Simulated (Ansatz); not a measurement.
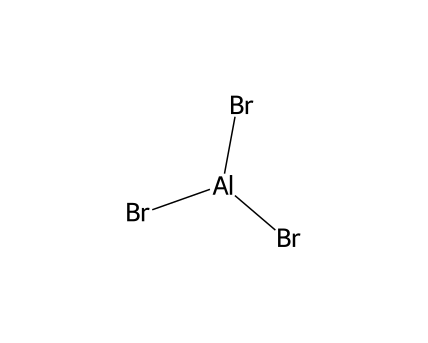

Question: Give its SMILES.

Answer: [Br][Al]([Br])[Br]

Question: Give the formula, hydrogens included.

Answer: AlBr3.

Question: An optimisation with PBE0-D4/def2-TZVP gave a structure of which point group?

Answer: D3h.

More results for the same structure follow; atom numbers are the same in all pictures, views and colours differ. The computed structure is the end point of a PBE0-D4/def2-TZVP optimisation.

## Levels of theory compared

Program: Ansatz 0.2.0.

Tabulate HOMO–LUMO gap (eV), HOMO energy (eV) at these levels: BHLYP-D4/def2-TZVPP; HSE06 (plane-wave form)-D4/def2-TZVPP; PBE0-D4/def2-QZVPP; PBE0-D4/def2-SVP; PBE0-D4/def2-TZVPP; SPW92 (LDA)/def2-TZVPP; r2SCAN-D4/def2-TZVPP; r2SCANh-D4/def2-TZVPP; ωB97M-V/def2-TZVPP; ωB97X-V/def2-TZVPP.

```json
{"level": "BHLYP-D4/def2-TZVPP", "HOMO–LUMO gap (eV)": "9.03", "HOMO energy (eV)": "−9.74"}
{"level": "HSE06 (plane-wave form)-D4/def2-TZVPP", "HOMO–LUMO gap (eV)": "6.32", "HOMO energy (eV)": "−8.25"}
{"level": "PBE0-D4/def2-QZVPP", "HOMO–LUMO gap (eV)": "7.04", "HOMO energy (eV)": "−8.65"}
{"level": "PBE0-D4/def2-SVP", "HOMO–LUMO gap (eV)": "7.13", "HOMO energy (eV)": "−8.55"}
{"level": "PBE0-D4/def2-TZVPP", "HOMO–LUMO gap (eV)": "7.09", "HOMO energy (eV)": "−8.64"}
{"level": "SPW92 (LDA)/def2-TZVPP", "HOMO–LUMO gap (eV)": "4.85", "HOMO energy (eV)": "−7.53"}
{"level": "r2SCAN-D4/def2-TZVPP", "HOMO–LUMO gap (eV)": "5.72", "HOMO energy (eV)": "−7.71"}
{"level": "r2SCANh-D4/def2-TZVPP", "HOMO–LUMO gap (eV)": "6.45", "HOMO energy (eV)": "−8.17"}
{"level": "ωB97M-V/def2-TZVPP", "HOMO–LUMO gap (eV)": "11.01", "HOMO energy (eV)": "−10.82"}
{"level": "ωB97X-V/def2-TZVPP", "HOMO–LUMO gap (eV)": "11.44", "HOMO energy (eV)": "−10.97"}
```

## Thermal motion

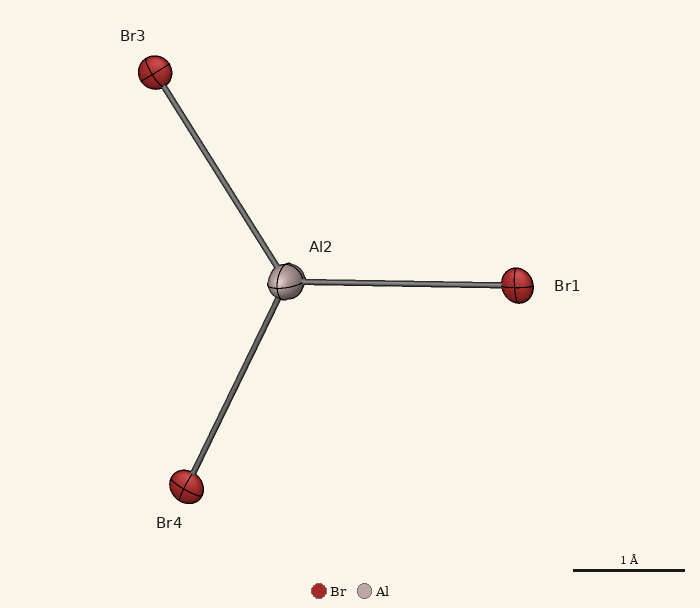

Displacement ellipsoids at the 50 % level, enlarged 2 times, from the internal vibrations of the free molecule (harmonic, no overall translation or rotation; no half-axis is drawn under 0.075 Å). Vibrations computed with RKS PBE0-D4/def2-TZVP (Ansatz 0.2.0). Temperature: 200 K.

List U_eq and the three principal root-mean-square amplitudes for each kind of atom.

```csv
atom,U_eq (Å²),rms amplitudes (Å)
"Br1, Br3, Br4",0.0017,"0.009, 0.049, 0.053"
Al2,0.0038,"0.052, 0.052, 0.078"
```

## Charges

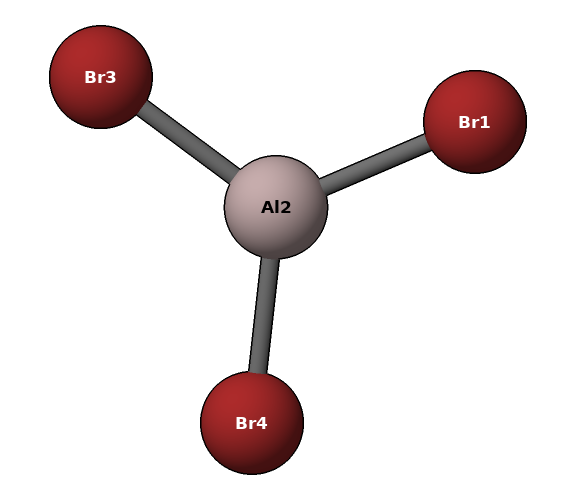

The questions are on Mulliken charges. Level of theory: RKS PBE-D4/def2-TZVPP (Ansatz 0.2.0).

Give the Mulliken charges atom by atom.

| atom | value (e) |
| --- | --- |
| Br1 | −0.15 |
| Al2 | 0.45 |
| Br3 | −0.15 |
| Br4 | −0.15 |

Mulliken values depend strongly on the basis set and can even reverse the polarity of a bond.
